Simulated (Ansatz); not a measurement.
System: CH9NOSi2.

The calculation's input:

```
crystal:
  periodic: [false, false, false]
  atoms:
    - {symbol: C, position_ang: [-1.404806, -0.304305, 1.299631]}
    - {symbol: Si, position_ang: [0.314366, 0.124179, 0.701995]}
    - {symbol: N, position_ang: [1.036091, -1.358477, 0.123462]}
    - {symbol: Si, position_ang: [0.283632, 1.384928, -1.281401]}
    - {symbol: O, position_ang: [0.166514, 0.220444, -2.455975]}
    - {symbol: H, position_ang: [-1.921962, 0.593295, 1.646658]}
    - {symbol: H, position_ang: [-1.998229, -0.747959, 0.496950]}
    - {symbol: H, position_ang: [-1.367954, -1.010910, 2.133444]}
    - {symbol: H, position_ang: [1.064297, 0.770125, 1.824827]}
    - {symbol: H, position_ang: [2.017191, -1.348249, -0.116214]}
    - {symbol: H, position_ang: [0.826655, -2.209480, 0.625585]}
    - {symbol: H, position_ang: [1.513589, 2.207234, -1.478398]}
    - {symbol: H, position_ang: [-0.878325, 2.309825, -1.392456]}
    - {symbol: H, position_ang: [0.336043, -0.659851, -2.099310]}
basis:
  gaussian: {orbitals: def2-TZVPP}
hamiltonian: {xc: pbe0, dispersion: d4}
output: {orbitals: {seedname: orbitals}}
```

Launched as:

```sh
ansatz run in.yaml --threads 4 --pin off --events-out ev --progress --plain --max-ram 10444MiB
```

Geometry: PBE0-D4/def2-TZVP.

These are results of RKS PBE0-D4/def2-TZVPP (Ansatz 0.2.0), not measurements.

What will maps of the electron density and electron localisation function show?

Answer. Si–N (1.75 Å): ρ at the midpoint is about 1.1 e/Å³; the ELF peaks at about 0.90 between the atoms: a polar covalent bond.
C–Si (1.87 Å): ρ at the midpoint is about 0.96 e/Å³; the ELF peaks at about 0.95 between the atoms; localised, covalent bonding.
N–H (1.01 Å): the density is about 2.9 e/Å³ at the midpoint; the ELF climbs to about 1 towards the hydrogen, as it does in any bond to H; a covalent bond by its length.

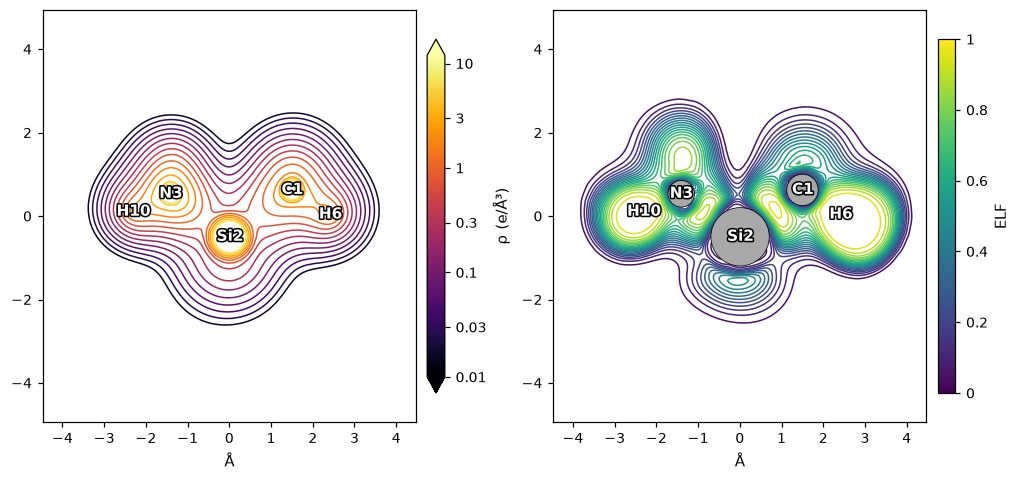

Computed electron density and electron localisation function on the plane of atoms C1, Si2 and N3, in this order. Grey discs cover the atomic cores in the ELF map. 
